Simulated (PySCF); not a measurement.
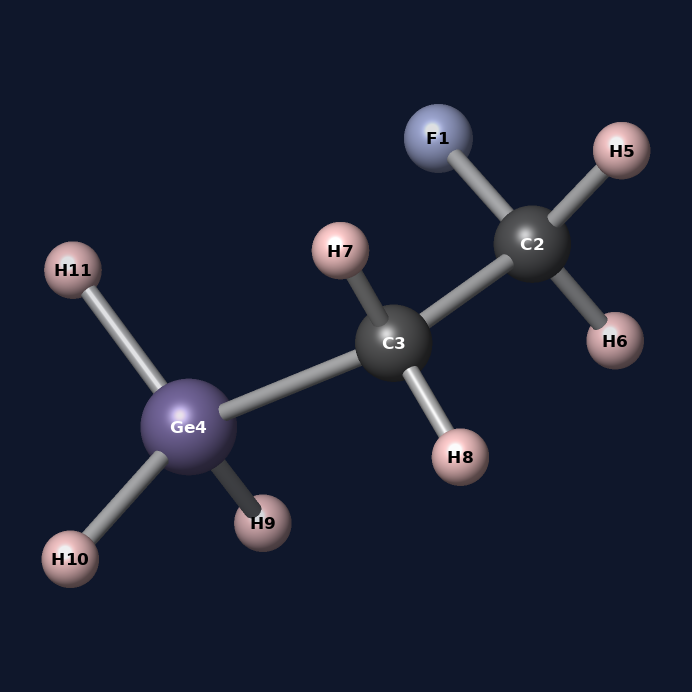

Computed geometry: GFN2-xTB optimisation. No frequency run is at hand to confirm it as a minimum. Level of theory: B3LYP/pcJ-1 (pcSseg-1 on Ge) indirect spin-spin coupling, non-relativistic, gas phase (PySCF 2.14.0). Isotopes: 13C, 19F, 1H.

Give the spin–spin coupling constants of these pairs, with the number of bonds between them: F1/C2, F1/H5, F1/H7, F1/H8.

```
  pair  bonds apart  J (Hz)
F1, C2            1  −207.7
F1, H5            2    58.4
F1, H7            3    −1.8
F1, H8            3    49.9
```

Density functionals are unreliable for couplings to fluorine, so those rows may be far off.

The geometry is semi-empirical. Around Ge such bond lengths and angles can be off by a tenth of an ångström or more and by several degrees, and values that hang on the shape move with them.
